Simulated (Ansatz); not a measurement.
Al2H4Cl2O: geometry relaxation (part 1 of 2)

System: Al2H4Cl2O.
Method: RKS PBE0/def2-SVP (Ansatz 0.2.0).

It belongs to a series of runs on one base structure; here: end point B relaxed. Figures and captions count atoms from 1; the log counts them from 0 in places.

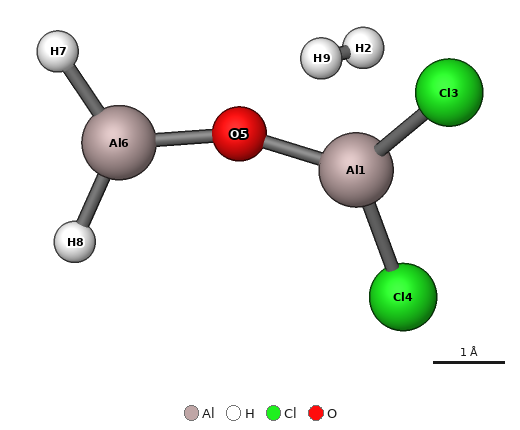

Figure 1. The input geometry (ball-and-stick view, seen at a tilt; atoms are numbered from 1 in the order of the input). Sticks mark near contacts. Bond lengths as drawn: Al–Cl 2.08 to 2.09 Å, Al–H 1.58 to 1.59 Å, Al–O 1.71 to 1.74 Å and H–H 0.72 Å.

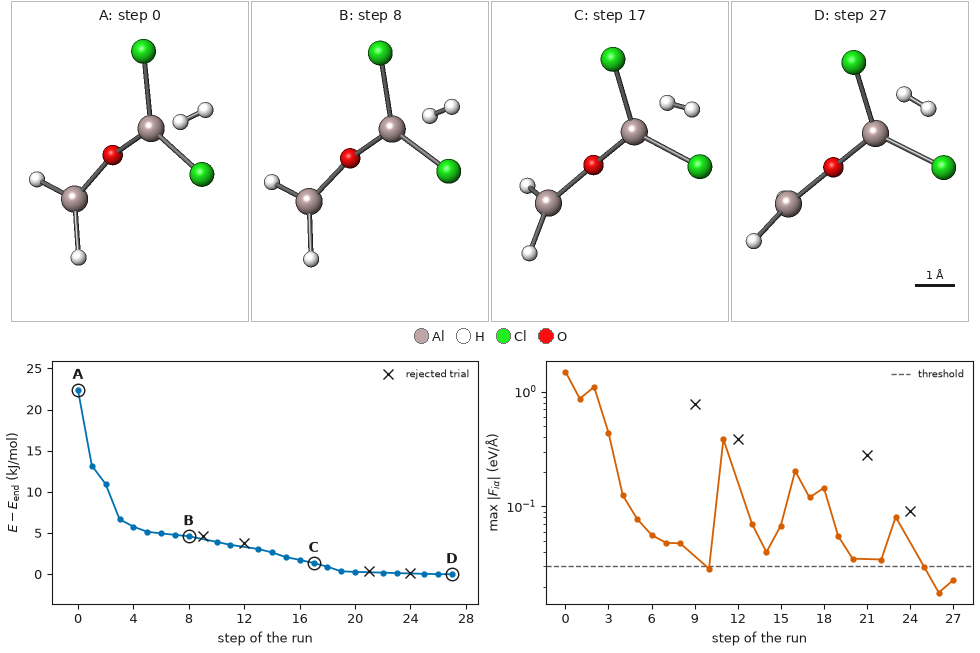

Figure 2. Frames of the relaxation (ball-and-stick view, seen at a tilt) above the curves, on which the letters mark them (the first geometry is step 0 here and step 1 in the log).

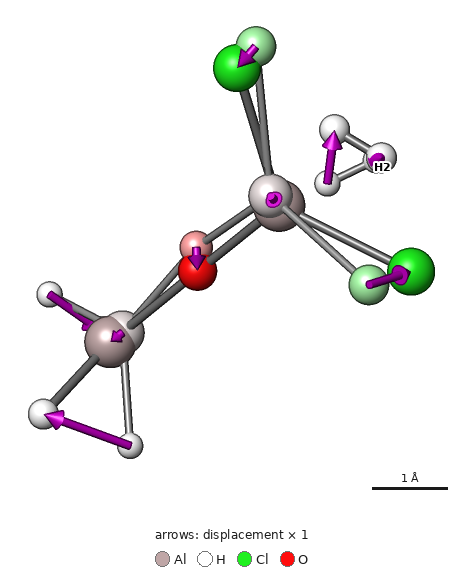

Figure 3. Start (faint) and end (solid) with the displacements as pink arrows, at true length (ball-and-stick view, seen at a tilt). The two geometries are laid on each other by the best rigid fit. H8 moves most after the best rigid fit: 1.33 Å. By element the largest moves are H 1.33 Å, Cl 0.89 Å, O 0.32 Å, Al 0.31 Å. Distances before and after: Al1–O5 1.737 → 1.682 Å, H2–H9 0.722 → 0.768 Å, Al1–Cl3 2.084 → 2.094 Å, Al1–Cl4 2.090 → 2.099 Å. Among the angles that change: Al1–O5–Al6 158.7° → 174.5°. Over 27 geometry steps the energy falls by 22.4 kJ/mol. The largest force component goes from 1.5 to 0.023 eV/Å. The line search rejected the trial steps at points 9, 12, 21, 24 (counted from 0) and went back. (Atoms are counted from 1 in the order of the input.)

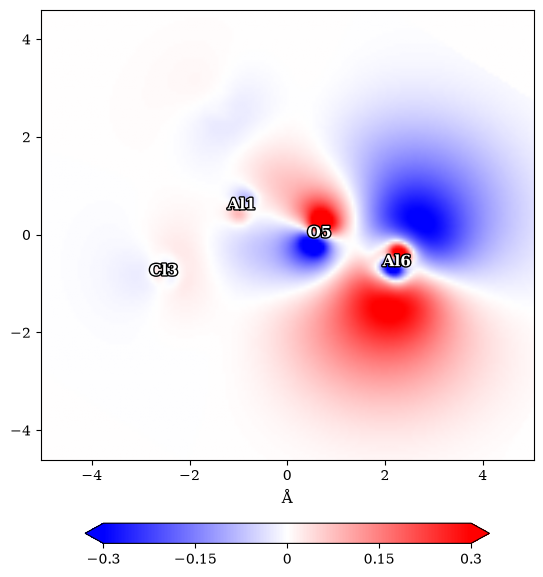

Figure 4. One frontier orbital on the plane of atoms Cl3, Al1 and O5 (values in Å⁻³ᐟ²; the overall sign is arbitrary). The LUMO, at −1.09 eV. Its weight (Hirshfeld) is mainly on Al6 (80 %).

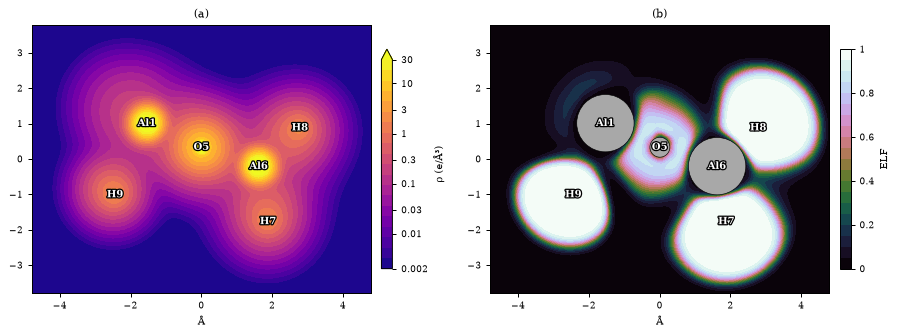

Figure 5. (a) total electron density; (b) ELF on the plane of atoms H7, Al6 and H8. Grey discs, where drawn, cover atomic cores. The section cuts through Al, O and H sites. Al–O (1.68 Å): ρ at the midpoint is about 0.86 e/Å³; the ELF peaks at about 0.85 in the valence shell of O, 0.6 Å from its nucleus, and is about 0.30 at the midpoint.

The input and output of the run follow.

The input
```yaml
crystal:
  periodic: [false, false, false]
  atoms:
    - { symbol: Al, position_ang: [0.004098, -0.316693, -0.565965] }
    - { symbol: H, position_ang: [0.137771, -0.292499, 2.187123] }
    - { symbol: Cl, position_ang: [1.896364, 0.50464, -0.859491] }
    - { symbol: Cl, position_ang: [-1.671113, 0.873497, -0.944511] }
    - { symbol: O, position_ang: [-0.178611, -1.988446, -0.131571] }
    - { symbol: Al, position_ang: [-0.823138, -3.571588, -0.129463] }
    - { symbol: H, position_ang: [0.098911, -4.75371, 0.376282] }
    - { symbol: H, position_ang: [-2.311893, -3.779455, -0.641029] }
    - { symbol: H, position_ang: [0.07661, -0.885546, 1.779326] }
basis:
  gaussian: { orbitals: def2-SVP }
hamiltonian:
  xc: pbe0
relax:
  f_tol: 0.03
  max_steps: 50
output:
  orbitals: {}
```

Launched with:
```bash
ansatz run input.yaml --threads 2 --pin off --max-ram 3072MiB --backend cpu --events-out ev --progress --plain --runs-dir out
```

What the program printed
```
The last accepted step is kept in [file] (removed where the run ends without a failure and the disk answers)
Engine: ansatz 0.2.0, aarch64-unknown-linux-gnu
Functional definition: PBE0
  parameter a = 0.25
  parameter kappa = 0.804
  parameter beta = 0.06672455060314922
  exchange = (1 - a)*pbe_x(kappa = kappa, mu = beta*pi^2/3) + a*exact_x
  correlation = pbe_c(beta = beta)
1029 factors; integrals over basis functions are off by at most 4.8e-4 eV
mean field evaluation 1: about -40320.6203 eV, gradient 5.7e1 eV
mean field evaluation 2: about -40298.0116 eV, gradient 1.2e2 eV
mean field evaluation 4: about -40326.5133 eV, gradient 5.0e0 eV
mean field evaluation 8: about -40326.5808 eV, gradient 1.7e-2 eV
mean field -40326.58080106 eV, -1481.9745101008 hartree, gradient 6.5e-5 eV, S^2 0.000000; 0 other end points of the search recorded, 0 dependent functions left out
the calculation of the forces begins
reference -40326.58083475 eV, -1481.9745113389 hartree; 36, 36 occupied and 70, 70 virtual orbitals, 1029 factors
relax step   1: F+E_penalty+E_count = -40326.58080106 eV  Δ(F+E_penalty+E_count) = +0.000e0 eV  max|allowed force component| = 1.493e0 eV/Å  Δτ_max = 0.0000 Å  (23 SCF iters, accepted)
these checks for a lower state are left out or cut short: starts, cluster_reference, orbital_swaps, neighbouring_geometries, increment
1029 factors; integrals over basis functions are off by at most 4.9e-4 eV
mean field evaluation 16: about -40326.6744 eV, gradient 5.0e-2 eV
mean field -40326.67592404 eV, -1481.9780058056 hartree, gradient 5.3e-6 eV, S^2 0.000000; 0 other end points of the search recorded, 0 dependent functions left out
[... from here on the field's lines of each further geometry are left out, up to the last ...]
relax step   2: F+E_penalty+E_count = -40326.67592404 eV  Δ(F+E_penalty+E_count) = -9.512e-2 eV  max|allowed force component| = 8.665e-1 eV/Å  Δτ_max = 0.1920 Å  (26 SCF iters, accepted)
relax step   3: F+E_penalty+E_count = -40326.69926784 eV  Δ(F+E_penalty+E_count) = -2.334e-2 eV  max|allowed force component| = 1.097e0 eV/Å  Δτ_max = 0.1945 Å  (23 SCF iters, accepted)
relax step   4: F+E_penalty+E_count = -40326.74341697 eV  Δ(F+E_penalty+E_count) = -4.415e-2 eV  max|allowed force component| = 4.388e-1 eV/Å  Δτ_max = 0.1947 Å  (26 SCF iters, accepted)
relax step   5: F+E_penalty+E_count = -40326.75280593 eV  Δ(F+E_penalty+E_count) = -9.389e-3 eV  max|allowed force component| = 1.244e-1 eV/Å  Δτ_max = 0.1281 Å  (23 SCF iters, accepted)
relax step   6: F+E_penalty+E_count = -40326.75920195 eV  Δ(F+E_penalty+E_count) = -6.396e-3 eV  max|allowed force component| = 7.755e-2 eV/Å  Δτ_max = 0.1171 Å  (25 SCF iters, accepted)
relax step   7: F+E_penalty+E_count = -40326.76128571 eV  Δ(F+E_penalty+E_count) = -2.084e-3 eV  max|allowed force component| = 5.637e-2 eV/Å  Δτ_max = 0.0174 Å  (25 SCF iters, accepted)
relax step   8: F+E_penalty+E_count = -40326.76309434 eV  Δ(F+E_penalty+E_count) = -1.809e-3 eV  max|allowed force component| = 4.822e-2 eV/Å  Δτ_max = 0.0208 Å  (25 SCF iters, accepted)
relax step   9: F+E_penalty+E_count = -40326.76488559 eV  Δ(F+E_penalty+E_count) = -1.791e-3 eV  max|allowed force component| = 4.759e-2 eV/Å  Δτ_max = 0.0242 Å  (25 SCF iters, accepted)
relax step  10: F+E_penalty+E_count = -40326.76457794 eV  Δ(F+E_penalty+E_count) = +3.077e-4 eV  max|allowed force component| = 7.749e-1 eV/Å  Δτ_max = 0.1950 Å  (26 SCF iters, rejected (line search))
relax step  11: F+E_penalty+E_count = -40326.77189605 eV  Δ(F+E_penalty+E_count) = -7.010e-3 eV  max|allowed force component| = 2.867e-2 eV/Å  Δτ_max = 0.0969 Å  (23 SCF iters, accepted)
relax step  12: F+E_penalty+E_count = -40326.77568360 eV  Δ(F+E_penalty+E_count) = -3.788e-3 eV  max|allowed force component| = 3.839e-1 eV/Å  Δτ_max = 0.0977 Å  (24 SCF iters, accepted)
relax step  13: F+E_penalty+E_count = -40326.77339741 eV  Δ(F+E_penalty+E_count) = +2.286e-3 eV  max|allowed force component| = 3.825e-1 eV/Å  Δτ_max = 0.1076 Å  (23 SCF iters, rejected (line search))
relax step  14: F+E_penalty+E_count = -40326.78084702 eV  Δ(F+E_penalty+E_count) = -5.163e-3 eV  max|allowed force component| = 7.022e-2 eV/Å  Δτ_max = 0.0535 Å  (24 SCF iters, accepted)
relax step  15: F+E_penalty+E_count = -40326.78519157 eV  Δ(F+E_penalty+E_count) = -4.345e-3 eV  max|allowed force component| = 3.994e-2 eV/Å  Δτ_max = 0.0747 Å  (23 SCF iters, accepted)
relax step  16: F+E_penalty+E_count = -40326.79104160 eV  Δ(F+E_penalty+E_count) = -5.850e-3 eV  max|allowed force component| = 6.801e-2 eV/Å  Δτ_max = 0.1111 Å  (23 SCF iters, accepted)
relax step  17: F+E_penalty+E_count = -40326.79459448 eV  Δ(F+E_penalty+E_count) = -3.553e-3 eV  max|allowed force component| = 2.031e-1 eV/Å  Δτ_max = 0.1646 Å  (26 SCF iters, accepted)
relax step  18: F+E_penalty+E_count = -40326.79851814 eV  Δ(F+E_penalty+E_count) = -3.924e-3 eV  max|allowed force component| = 1.194e-1 eV/Å  Δτ_max = 0.0509 Å  (23 SCF iters, accepted)
relax step  19: F+E_penalty+E_count = -40326.80315904 eV  Δ(F+E_penalty+E_count) = -4.641e-3 eV  max|allowed force component| = 1.450e-1 eV/Å  Δτ_max = 0.1999 Å  (27 SCF iters, accepted)
relax step  20: F+E_penalty+E_count = -40326.80902372 eV  Δ(F+E_penalty+E_count) = -5.865e-3 eV  max|allowed force component| = 5.496e-2 eV/Å  Δτ_max = 0.1045 Å  (23 SCF iters, accepted)
relax step  21: F+E_penalty+E_count = -40326.80967892 eV  Δ(F+E_penalty+E_count) = -6.552e-4 eV  max|allowed force component| = 3.504e-2 eV/Å  Δτ_max = 0.0193 Å  (24 SCF iters, accepted)
relax step  22: F+E_penalty+E_count = -40326.80895774 eV  Δ(F+E_penalty+E_count) = +7.212e-4 eV  max|allowed force component| = 2.827e-1 eV/Å  Δτ_max = 0.0984 Å  (23 SCF iters, rejected (line search))
relax step  23: F+E_penalty+E_count = -40326.81061592 eV  Δ(F+E_penalty+E_count) = -9.370e-4 eV  max|allowed force component| = 3.445e-2 eV/Å  Δτ_max = 0.0488 Å  (24 SCF iters, accepted)
relax step  24: F+E_penalty+E_count = -40326.81120422 eV  Δ(F+E_penalty+E_count) = -5.883e-4 eV  max|allowed force component| = 8.082e-2 eV/Å  Δτ_max = 0.0976 Å  (23 SCF iters, accepted)
relax step  25: F+E_penalty+E_count = -40326.81105699 eV  Δ(F+E_penalty+E_count) = +1.472e-4 eV  max|allowed force component| = 9.166e-2 eV/Å  Δτ_max = 0.0411 Å  (24 SCF iters, rejected (line search))
relax step  26: F+E_penalty+E_count = -40326.81212751 eV  Δ(F+E_penalty+E_count) = -9.233e-4 eV  max|allowed force component| = 2.949e-2 eV/Å  Δτ_max = 0.0206 Å  (22 SCF iters, accepted)
relax step  27: F+E_penalty+E_count = -40326.81252015 eV  Δ(F+E_penalty+E_count) = -3.926e-4 eV  max|allowed force component| = 1.772e-2 eV/Å  Δτ_max = 0.0472 Å  (24 SCF iters, accepted)
the calculation of the forces begins
reference -40326.81269341 eV, -1481.9830319873 hartree; 36, 36 occupied and 70, 70 virtual orbitals, 1029 factors
relax step  28: F+E_penalty+E_count = -40326.81265957 eV  Δ(F+E_penalty+E_count) = -1.394e-4 eV  max|allowed force component| = 2.276e-2 eV/Å  Δτ_max = 0.0301 Å  (24 SCF iters, accepted)
1029 factors; integrals over basis functions are off by at most 6.2e-4 eV
mean field -40326.81265957 eV, -1481.9830307438 hartree, gradient 7.5e-5 eV, S^2 0.000000; 1 other end points of the search recorded, 0 dependent functions left out
the calculation of the forces begins
reference -40326.81269341 eV, -1481.9830319873 hartree; 36, 36 occupied and 70, 70 virtual orbitals, 1029 factors
Total energy: -40326.81269341 eV, -1481.9830319873 hartree
Atom 0 at    -0.157230    -0.404338    -0.302906 Å, force     0.008017     0.014292     0.012151 eV/Å
Atom 1 at     0.131776     0.015369     1.839943 Å, force     0.004419    -0.006716    -0.001473 eV/Å
Atom 2 at     1.669912     0.250916    -1.089549 Å, force    -0.002180     0.000167    -0.003207 eV/Å
Atom 3 at    -1.679831     1.010357    -0.010412 Å, force     0.000093    -0.004512    -0.003897 eV/Å
Atom 4 at    -0.490225    -2.050925    -0.213322 Å, force    -0.005336    -0.009094    -0.011944 eV/Å
Atom 5 at    -0.877957    -3.708973    -0.279374 Å, force    -0.004019    -0.007090     0.022759 eV/Å
Atom 6 at    -0.537098    -4.593488     0.991561 Å, force    -0.001729     0.009293    -0.015232 eV/Å
Atom 7 at    -1.559050    -4.273635    -1.592391 Å, force     0.003382    -0.001674    -0.002148 eV/Å
Atom 8 at     0.728703    -0.455084     1.727151 Å, force    -0.002647     0.005335     0.002990 eV/Å
Dipole moment:     0.021342    -0.251444     0.302274 e Å
```

Trajectory as extended XYZ (Å, eV, eV/Å), 28 frames, from step=1 to step=28
```
9
Properties=species:S:1:pos:R:3:forces:R:3 step=1 energy=-40326.58080
Al    0.0041   -0.3167   -0.5660   -0.1664  -1.2622   0.4690
H     0.1378   -0.2925    2.1871    0.1523   1.4927   0.9184
Cl    1.8964    0.5046   -0.8595    0.0103  -0.0051  -0.0119
Cl   -1.6711    0.8735   -0.9445    0.0415  -0.0241   0.0287
O    -0.1786   -1.9884   -0.1316    0.0772   1.1319  -0.5666
Al   -0.8231   -3.5716   -0.1295   -0.0256   0.0047  -0.0452
H     0.0989   -4.7537    0.3763    0.0085   0.0090   0.0245
H    -2.3119   -3.7795   -0.6410    0.0381  -0.0004   0.0111
H     0.0766   -0.8855    1.7793   -0.1358  -1.3464  -0.8281
9
Properties=species:S:1:pos:R:3:forces:R:3 step=2 energy=-40326.67592
Al   -0.0023   -0.3589   -0.5203   -0.0369  -0.8665   0.2131
H     0.1697   -0.1035    2.1761   -0.0504  -0.3782  -0.2622
Cl    1.8862    0.4651   -0.8387    0.0293   0.0188   0.0191
Cl   -1.6712    0.8379   -0.8952   -0.0176   0.0181   0.0593
O    -0.1748   -2.0331   -0.1868    0.0036   0.7865  -0.2606
Al   -0.8313   -3.6102   -0.1992    0.0150   0.0016   0.1039
H     0.0862   -4.7821    0.3397   -0.0044  -0.0133  -0.0259
H    -2.3279   -3.8065   -0.6818    0.0185  -0.0114  -0.0414
H     0.0944   -0.8185    1.8768    0.0430   0.4444   0.1947
9
Properties=species:S:1:pos:R:3:forces:R:3 step=3 energy=-40326.69927
Al   -0.0011   -0.3885   -0.4542    0.0180  -0.4626   0.1667
H     0.1780    0.0152    2.0222   -0.1083  -1.0324  -0.2492
Cl    1.8862    0.4405   -0.7751    0.0431   0.0289   0.0036
Cl   -1.6692    0.8177   -0.8067   -0.0329   0.0384   0.0528
O    -0.1771   -2.0576   -0.1830   -0.0531   0.3623  -0.1355
Al   -0.8383   -3.6321   -0.2194    0.0376  -0.0081   0.0930
H     0.0778   -4.8093    0.3102   -0.0082  -0.0190  -0.0223
H    -2.3310   -3.8247   -0.7137    0.0141  -0.0044  -0.0397
H     0.1036   -0.7710    1.8905    0.0896   1.0969   0.1305
9
Properties=species:S:1:pos:R:3:forces:R:3 step=4 energy=-40326.74342
Al    0.0043   -0.4269   -0.3433    0.0476  -0.0640  -0.0074
H     0.1809    0.1287    1.8640   -0.0621  -0.4388  -0.1654
Cl    1.8884    0.4078   -0.6842    0.0791   0.0290  -0.0433
Cl   -1.6600    0.7962   -0.6683   -0.0579   0.0496   0.0240
O    -0.1800   -2.0965   -0.1570   -0.0904   0.0693  -0.0204
Al   -0.8450   -3.6679   -0.2415    0.0580  -0.0029   0.1099
H     0.0649   -4.8554    0.2739   -0.0039  -0.0300  -0.0245
H    -2.3325   -3.8515   -0.7522    0.0070   0.0044  -0.0473
H     0.1080   -0.6443    1.7793    0.0227   0.3834   0.1744
9
Properties=species:S:1:pos:R:3:forces:R:3 step=5 energy=-40326.75281
Al    0.0259   -0.4150   -0.3344    0.0169   0.0111  -0.0183
H     0.1260    0.0802    1.7590   -0.0057  -0.0509   0.0826
Cl    1.9119    0.4086   -0.7228   -0.0238  -0.0147  -0.0022
Cl   -1.6427    0.8245   -0.6042    0.0107   0.0206  -0.0016
O    -0.1711   -2.0804   -0.1418   -0.0994  -0.0939  -0.0306
Al   -0.8371   -3.6529   -0.2084    0.0746  -0.0008  -0.0332
H     0.0726   -4.8507    0.2859   -0.0120  -0.0009   0.0162
H    -2.3156   -3.8359   -0.7474    0.0042   0.0050  -0.0029
H     0.0591   -0.6883    1.7849    0.0345   0.1244  -0.0100
9
Properties=species:S:1:pos:R:3:forces:R:3 step=6 energy=-40326.75920
Al    0.0146   -0.4363   -0.3197    0.0238  -0.0322  -0.0776
H     0.1343    0.1669    1.7820   -0.0099  -0.0220   0.0249
Cl    1.9034    0.3686   -0.7360   -0.0213  -0.0128   0.0160
Cl   -1.6403    0.8232   -0.5860    0.0117   0.0066   0.0240
O    -0.1910   -2.1046   -0.1536   -0.0555   0.0575   0.0402
Al   -0.8374   -3.6826   -0.2412    0.0207  -0.0105   0.0134
H     0.0667   -4.8802    0.2631    0.0030   0.0032   0.0033
H    -2.3122   -3.8670   -0.7899    0.0086  -0.0044  -0.0189
H     0.0909   -0.5977    1.8520    0.0189   0.0147  -0.0254
```
